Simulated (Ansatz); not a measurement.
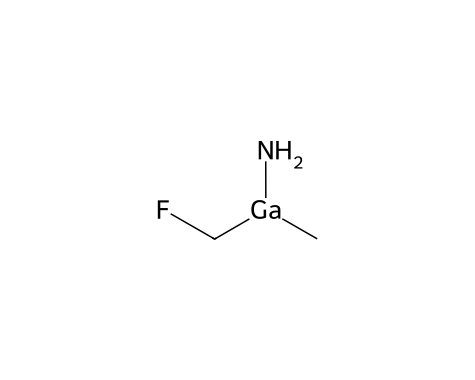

Simulated data, not a measurement (program: Ansatz).

2D structure.

Question: Transcribe the drawing into SMILES.

Answer: [CH3][Ga]([NH2])[CH2]F

Question: What is the molecular formula?

Answer: C2H7FGaN.
